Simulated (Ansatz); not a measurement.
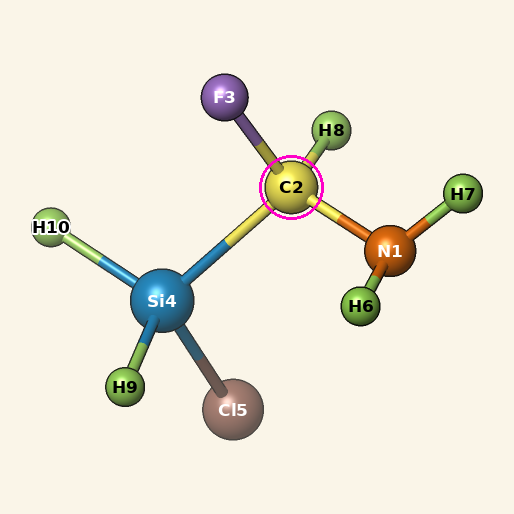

Depth is shown by fading: the farther an atom, the more it takes the colour of the background. Circles mark the stereogenic atoms. The computed structure is the end point of a PBE0-D4/def2-TZVP optimisation. No frequency run is at hand to confirm it as a minimum.

Give the R/S and E/Z labels.

C2: R (priorities Si4 > F3 > N1 > H8).
